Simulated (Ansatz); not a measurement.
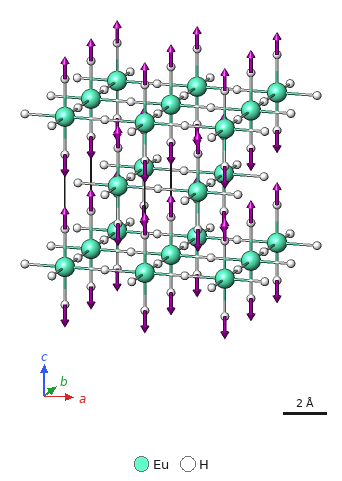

This is a relaxation of crystalline EuH$_{4}$ (a generated structure, set up in I4/mmm) (coarse preliminary run). The starting structure is drawn; purple arrows show the displacements (the part carried along by the change of the cell is left out), 2 times their true length.

Style: ball-and-stick. Shown: the conventional cell (2 times the calculation's cell), repeated 2 × 2 × 1 with one cell outlined, slightly off an axis. Lengths and directions refer to the drawn axes.

Computed with DFT PBE, scalar-relativistic, plane waves, PAW (Ansatz 0.2.0). Settings: plane-wave cutoff 420 eV; k-point mesh 6 × 6 × 6; occupations gaussian; smearing width 0.1 eV; collinear spin; cell and atoms relaxed; force threshold 0.04 eV/Å; at most 70 steps.

What did the optimiser do to the structure, and how much energy did it gain?

After 4 accepted moves (5 points after the start) the energy has fallen by 232 meV per atom. Largest force component: 2.3 eV/Å at the start, 0.012 eV/Å at the end. The pressure goes from 11.29 to −0.14 GPa. At 1 point the geometry stayed and the basis and grid were re-selected for the new cell (energy shift of 0.1 meV per atom at most each time). The largest moves relative to the cell, 0.56 Å, are those of H atoms. Eu stays in place. The volume changes by −1.3 %, with a = b 3.979 → 4.092 Å (+2.9 %), c 7.289 → 6.799 Å (−6.7 %). Among the contacts that change: Eu–H 1.836 → 2.270 Å, Eu–H 1.989 → 2.046 Å. The space group stays I4/mmm (No. 139).

Limits of the set-up: 4f states are treated without a Hubbard U.
